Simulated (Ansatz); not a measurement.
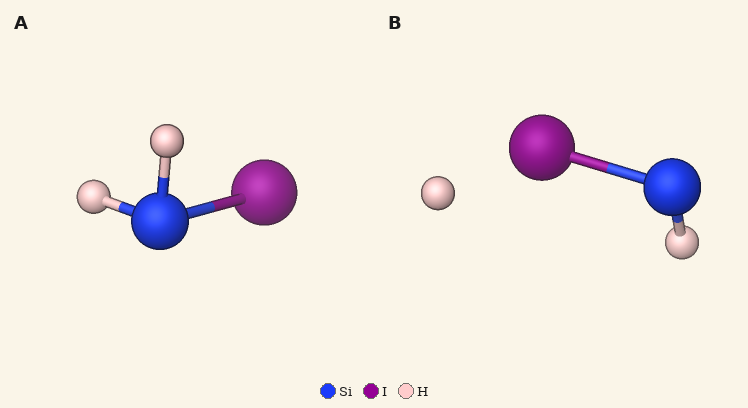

2 stationary structures of one formula. Charge −1, singlet. Geometries: PBE0-D4/def2-TZVPD. Electronic energies: RHF-CCSD(T) (frozen core)/def2-TZVPPD (Ansatz 0.2.0), without zero-point energy. No frequency run is at hand to confirm each as a minimum.

> Which is lowest in energy, and by how much?

A is lowest; B lies 72.8 kcal/mol above it.

Give E(B) − E(A) in kcal/mol at these levels too: PBE0-D4/def2-TZVPD; r2SCAN-D4/def2-TZVPPD; B3LYP-D4/def2-TZVPPD; PBE0-D4/def2-TZVPPD; PBE-D4/def2-TZVPPD; ωB97M-V/def2-TZVPPD; RHF-CCSD(T) (frozen core)/def2-TZVPPD.

```csv
level,E(B) − E(A) (kcal/mol)
PBE0-D4/def2-TZVPD,+74.3
r2SCAN-D4/def2-TZVPPD,+71.6
B3LYP-D4/def2-TZVPPD,+73.6
PBE0-D4/def2-TZVPPD,+74.2
PBE-D4/def2-TZVPPD,+65.6
ωB97M-V/def2-TZVPPD,+82.7
RHF-CCSD(T) (frozen core)/def2-TZVPPD,+72.8
```
